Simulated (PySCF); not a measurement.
# C4H10AlB: what the fields show

```xyz
16

B    -0.6357    2.0051    0.2294
C     0.1607    0.8194   -0.3132
C    -0.3251   -0.6085   -0.3628
C    -1.7413   -0.9978   -0.0294
C     0.6654   -0.2571    0.7019
Al    2.4755   -0.6610    0.0237
H    -1.4806    1.8562    1.0253
H    -0.3860    3.0889   -0.1379
H     0.8930    1.0243   -1.1074
H     0.0733   -1.1593   -1.2208
H    -1.7953   -2.0705    0.1542
H    -2.0911   -0.4784    0.8580
H    -2.4098   -0.7596   -0.8557
H     0.2303   -0.1465    1.6927
H     2.5880   -0.8119   -1.5179
H     3.7711   -0.8341    0.8483
```

Geometry: GFN2-xTB.

These are results of PySCF 2.14.0, PBE0/pcSseg-1, SCF density, gas phase, non-relativistic, not measurements.

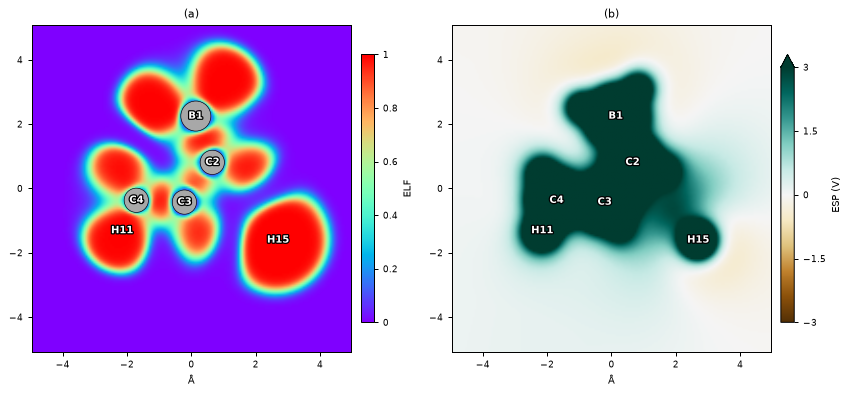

Figure 1. (a) ELF; (b) molecular electrostatic potential on the plane of atoms B1, C2 and C3. Grey discs cover the atomic cores in the ELF map.

**What do the fields say about this system?**

The section cuts through B, C and H sites.
C–C (1.51 Å): the ELF peaks at about 0.90 between the atoms; a shared electron pair.
C–B (1.53 Å): the ELF peaks at about 0.95 between the atoms, as expected for localised, covalent bonding.
C–H (1.09 Å): the ELF climbs to about 1 towards the hydrogen, as it does in any bond to H; an ordinary covalent bond to hydrogen.
Outside the dense part of the molecule the potential is most negative (−0.5 V) near H8, which lies off the plane.

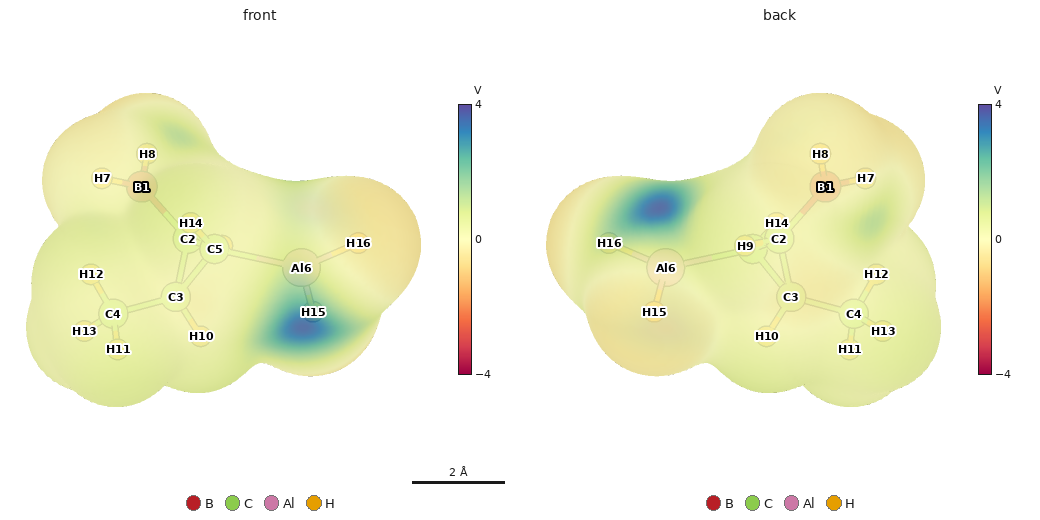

Figure 2. The electrostatic potential painted on the density surface at 0.002 e/bohr³, seen from the front and from behind; the colour scale runs from red (negative) to blue (positive).

**Describe the electrostatic potential map.**

The most negative region (about −0.5 V) lies over H16, the most positive (about +3.4 V) over Al6.

**What dipole moment does the calculation give?**

Its dipole moment is 1.05 D.
